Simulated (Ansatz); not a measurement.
**C2H8Si (SMILES C[SiH2]C) at SVWN5/def2-SVP**

Aim: the energy change on altering one bond length of C2H8Si at SVWN5/def2-SVP, from 2 runs. 

The calculation is run with Ansatz 0.2.0.

50 further runs of the same task are left out: 50 set aside as unsound or not needed.

## 1. The molecule

C2H8Si has 11 atoms, charge 0, and is taken as a singlet. SMILES: `C[SiH2]C`. The shape is that of a PBE0-D4/def2-TZVP optimisation.

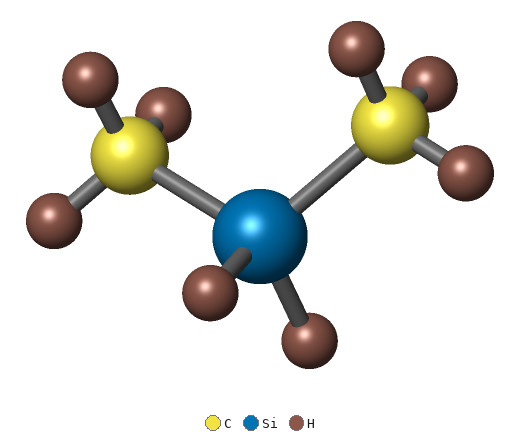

Viewed from a chosen angle; carbon yellow, silicon blue, hydrogen brown.

## 2. A single-point energy at SVWN5/def2-SVP

molecule.yaml

```yaml
basis:
  gaussian: {orbitals: def2-SVP}
crystal:
  periodic: [false, false, false]
  atoms:
    - {symbol: C, position_ang: [-1.050200, 0.967200, -0.661200]}
    - {symbol: Si, position_ang: [-0.309200, -0.653200, -0.087600]}
    - {symbol: C, position_ang: [1.346600, -0.392300, 0.745700]}
    - {symbol: H, position_ang: [-2.015800, 0.806900, -1.146100]}
    - {symbol: H, position_ang: [-0.391700, 1.464600, -1.377800]}
    - {symbol: H, position_ang: [-1.204900, 1.644900, 0.182100]}
    - {symbol: H, position_ang: [-0.139900, -1.564200, -1.256100]}
    - {symbol: H, position_ang: [-1.245100, -1.319300, 0.863300]}
    - {symbol: H, position_ang: [2.058200, 0.075200, 0.060400]}
    - {symbol: H, position_ang: [1.772600, -1.342000, 1.077400]}
    - {symbol: H, position_ang: [1.244800, 0.255200, 1.620300]}
accuracy: high
output: {orbitals: {seedname: orbitals}}
hamiltonian: {xc: {name: SVWN5}}
```

Run with:

```sh
$ ansatz run molecule.yaml --threads 1 --pin off --max-ram 3480MiB --events-out events.jsonl --progress --plain --runs-dir runs
```

The log of the run:

```text
Warning: RAYON_NUM_THREADS=1 ignored (pool sized by the plan → 1); use --threads N
Functional definition: SVWN5
  name "SVWN5"
  exchange = slater_x
  correlation = vwn5_c
2062 factors; integrals over basis functions are off by at most 3.6e-9 eV
mean field evaluation 1: about -10011.8965 eV, gradient 7.3e1 eV
mean field evaluation 2: about -9993.7584 eV, gradient 1.0e2 eV
mean field evaluation 4: about -10025.1455 eV, gradient 3.0e0 eV
mean field evaluation 8: about -10025.1710 eV, gradient 1.3e-1 eV
mean field evaluation 16: about -10025.1711 eV, gradient 3.8e-6 eV
mean field -10025.17106813 eV, -368.4182414489 hartree, gradient 5.2e-9 eV, S^2 0.000000; 0 other end points of the search recorded, 0 dependent functions left out
reference -10025.17107150 eV, -368.4182415726 hartree; 17, 17 occupied and 69, 69 virtual orbitals, 2062 factors
Total energy: -10025.17107150 eV, -368.4182415726 hartree
```

Run time: 4.2 s. Hardware: 1 thread of Arm Neoverse V2, shared host; peak memory 0.22 GiB.

## 3. The distorted shape, same level

molecule.yaml

```yaml
basis:
  gaussian: {orbitals: def2-SVP}
crystal:
  periodic: [false, false, false]
  atoms:
    - {symbol: C, position_ang: [-0.926435, 0.425019, -1.335867]}
    - {symbol: Si, position_ang: [-0.185435, -1.195381, -0.762267]}
    - {symbol: C, position_ang: [1.470365, -0.934481, 0.071033]}
    - {symbol: H, position_ang: [-1.892035, 0.264719, -1.820767]}
    - {symbol: H, position_ang: [-0.267935, 0.922419, -2.052467]}
    - {symbol: H, position_ang: [-1.204900, 1.644900, 0.182100]}
    - {symbol: H, position_ang: [-0.016135, -2.106381, -1.930767]}
    - {symbol: H, position_ang: [-1.121335, -1.861481, 0.188633]}
    - {symbol: H, position_ang: [2.181965, -0.466981, -0.614267]}
    - {symbol: H, position_ang: [1.896365, -1.884181, 0.402733]}
    - {symbol: H, position_ang: [1.368565, -0.286981, 0.945633]}
hamiltonian: {xc: {name: SVWN5}}
accuracy: high
output: {orbitals: {seedname: orbitals}}
```

Run with:

```sh
$ ansatz run molecule.yaml --threads 1 --pin off --max-ram 3480MiB --events-out events.jsonl --progress --plain --runs-dir runs
```

The log of the run:

```text
Warning: RAYON_NUM_THREADS=1 ignored (pool sized by the plan → 1); use --threads N
[... 4 set-up lines as earlier in the session ...]
2055 factors; integrals over basis functions are off by at most 3.9e-9 eV
mean field evaluation 1: about -10005.5554 eV, gradient 7.7e1 eV
mean field evaluation 2: about -9975.2383 eV, gradient 1.1e2 eV
mean field evaluation 4: about -10021.0788 eV, gradient 1.6e1 eV
mean field evaluation 8: about -10021.9579 eV, gradient 4.5e-1 eV
mean field evaluation 16: about -10021.9586 eV, gradient 6.3e-5 eV
mean field -10021.95859532 eV, -368.3001852504 hartree, gradient 6.3e-8 eV, S^2 0.000000; 0 other end points of the search recorded, 0 dependent functions left out
reference -10021.95859875 eV, -368.3001853767 hartree; 17, 17 occupied and 69, 69 virtual orbitals, 2055 factors
Total energy: -10021.95859875 eV, -368.3001853767 hartree
```

It took 4.2 s on 1 thread of Arm Neoverse V2, shared host; peak memory 0.22 GiB.

## 4. Results

At SVWN5/def2-SVP:

```
                                                         quantity          value
                                        first shape: total energy  -368.41824 Eh
                                         first shape: HOMO energy       -7.50 eV
                                         first shape: LUMO energy        0.63 eV
                                       first shape: HOMO–LUMO gap        8.13 eV
                                    distorted shape: total energy  -368.30019 Eh
                                     distorted shape: HOMO energy       -6.94 eV
                                     distorted shape: LUMO energy       -2.87 eV
                                   distorted shape: HOMO–LUMO gap        4.07 eV
energy change with the C1–H6 bond stretched from 1.093 to 1.967 Å       3.212 eV
```

**Reading.** With the C1–H6 bond stretched from 1.093 to 1.967 Å the energy rises by 3.21 eV (74 kcal/mol). The first shape isn't relaxed at this level, so the change isn't measured from a minimum. A restricted reference can't describe the breaking bond well at this length.
